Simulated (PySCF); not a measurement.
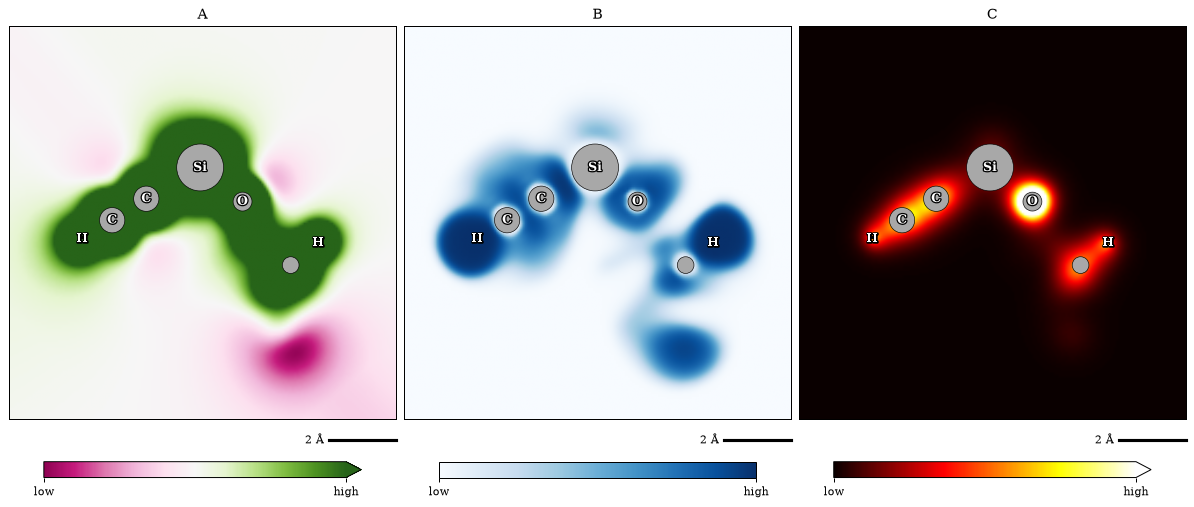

C5H9NOSi (SMILES [H]/N=C/CCO[SiH2]C#C): 3 fields on the plane of atoms C2, Si3 and O4, with unlabelled colour scales. Grey discs cover the atomic cores.

Geometry: GFN2-xTB.

All numbers below come from PBE0/pcSseg-1, SCF density, gas phase, non-relativistic in PySCF 2.14.0.

**Match the panels to the quantities (electron density, electron localisation function and electrostatic potential).**

Panel A: electrostatic potential (strongly positive close to the atoms, with negative regions outside electron-rich atoms). Panel B: electron localisation function. Panel C: electron density. From the grid: C–C (1.20 Å): the density is about 2.8 e/Å³ at the midpoint; the ELF peaks at about 0.85 between the atoms: a multiple bond. Si–O (1.62 Å): ρ at the midpoint is about 1.2 e/Å³; the ELF peaks at about 0.85 between the atoms: a short, strongly polar bond.
